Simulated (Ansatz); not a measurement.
Consider C₃H₈N₂SSi₂.

| atom | x (Å) | y (Å) | z (Å) |
| --- | --- | --- | --- |
| C | -2.4984 | -2.4953 | 0.2864 |
| C | 1.6687 | -0.4597 | 0.6034 |
| C | 0.8040 | -1.3010 | 1.5436 |
| N | -2.8381 | -3.6044 | 0.2269 |
| N | -0.8589 | -0.4973 | -0.9895 |
| S | -0.7223 | -0.4018 | 2.1184 |
| Si | -1.8978 | -0.7240 | 0.3686 |
| Si | 0.7614 | 0.1882 | -0.9432 |
| H | -3.1131 | 0.1209 | 0.4595 |
| H | -1.1852 | -0.8335 | -1.8935 |
| H | 1.4398 | -0.2503 | -2.1968 |
| H | 0.7466 | 1.6800 | -0.9246 |
| H | 2.0741 | 0.4065 | 1.1521 |
| H | 2.5366 | -1.0631 | 0.2819 |
| H | 1.3387 | -1.5526 | 2.4707 |
| H | 0.4967 | -2.2507 | 1.0809 |

Geometry: B3LYP-D3(BJ)/def2-SVP.

Theory: isolated molecule in a Gaussian basis; Kohn-Sham density functional theory, functional PBE0 (Ansatz).

Q: What can the converged electron density and electron localisation function tell about the bonding?

A: C–C (1.53 Å): the density is about 1.6 e/Å³ at the midpoint; the ELF peaks at about 0.95 between the atoms (a shared electron pair).

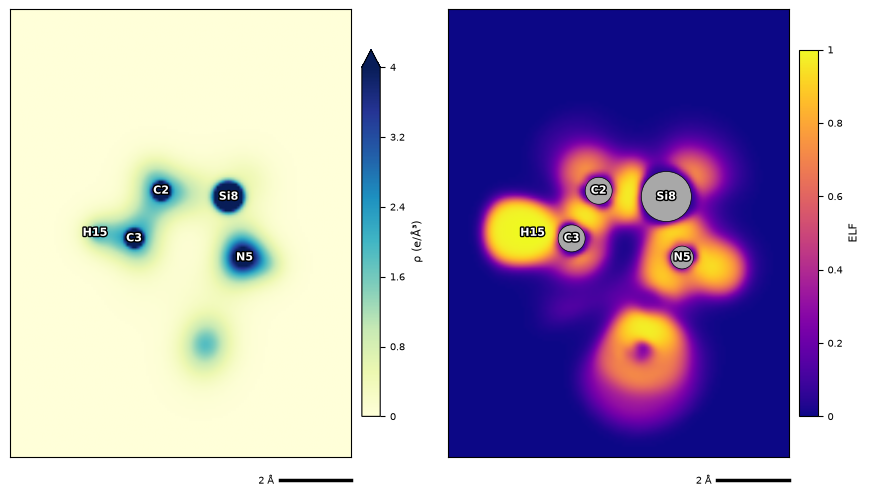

Computed electron density and electron localisation function on the plane of atoms C2, C3 and H15, in this order. Grey discs cover the atomic cores in the ELF map. 
